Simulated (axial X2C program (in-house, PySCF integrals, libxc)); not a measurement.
# HfO⁻: relativistic diatomic calculation

- system: HfO⁻, single determinant with Ω = 5/2 (not the lowest found). The distance is the PBE0 minimum at charge −1.
- method: expectation values, HF and Kohn-Sham, two-component X2C with atomic mean-field Coulomb and Gaunt terms, Hf dyall-acv3z, O dyall-av3z (cores contracted) (axial X2C program (in-house, PySCF integrals, libxc))

**The input**
```
{"zs": [72, 8], "q": -1, "bas": ["dyall-acv3z", "dyall-av3z"], "r0": 1.85, "levels": ["PBE0", "HF", "PBE50", "LDA", "PBE"], "nst": 3}
```

The line is the task of a batch: nuclear charges, charge, bases, the levels to run, a first guess of the distance and further settings. This report covers the levels named above. The log is that of the reference distance, started from orbitals converged before.

Hardware: 1 thread of Arm Neoverse N1, 54 GiB of memory available, shared host.

Launched within a batch (the task file carries these settings):
```bash
python <driver script> task.json out
```

**Log**
```
two-component X2C + atomic mean field  PBE0
basis functions 248  fitting functions 1249  grid points 5077
iter        total energy     max residual
   1     -15151.752006615     1.05e-05
   2     -15151.752006644     1.26e-05
   3     -15151.752006650     5.07e-06
   4     -15151.752006655     5.53e-06
   5     -15151.752006658     3.35e-06
   6     -15151.752006658     2.58e-07
converged
one-electron -21146.80395464  Coulomb 6156.14032137  exact exchange -78.99645912  xc functional -242.36545993  nuclear repulsion 172.98869097  atomic mean-field constant -12.71514531
```

**Expectation values by level of theory**

| quantity | PBE0 | HF | PBE50 | LDA | PBE |
| --- | --- | --- | --- | --- | --- |
| effective field for an electron dipole moment (GV/cm) | 4.67 | 27.8 | 6.14 | 1.59 | 3.93 |
| field gradient at the first nucleus (a.u.) | −5.61 | −5.33 | −5.62 | −5.51 | −5.71 |
| field gradient at the second nucleus (a.u.) | −0.481 | −0.656 | −0.531 | −0.450 | −0.428 |
| A∥/gI, first nucleus (MHz) | 448 | 805 | 531 | 316 | 350 |
| A∥/gI, second nucleus (MHz) | 0.457 | −8.30 | −1.07 | 1.30 | 1.40 |

Each column comes from one determinant, in a basis with contracted cores. The levels disagree widely: the effective field runs from 1.59 to 27.8 GV/cm and A∥/gI at the first nucleus runs from 316 to 805 MHz. They may not all have settled in the same state, and these values aren't reliable properties of the molecule.

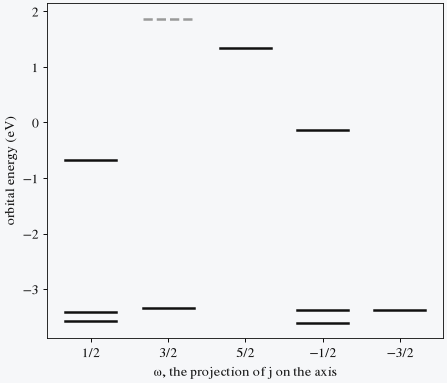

**Figure 1.** Orbital energies (PBE0) near the frontier at 1.76 Å, filled (solid) and empty (dashed). The highest filled spinor (5/2; 97 % Hf d) lies at 1.34 eV, the lowest empty one (3/2; 98 % Hf p) at 1.87 eV. A filled level above zero is held only by the finite basis .

**Key numbers**

- outcome: converged; the levels of theory disagree widely; a filled level lies above zero
- wall time: 13 s
- peak memory: 0.48 GiB

**Notes**

The highest filled level (PBE0, up to 1.34 eV) lies above zero. That is common for anions, where the functional's self-interaction leaves the outer electrons unbound; only the finite basis holds them, so such levels depend on it.
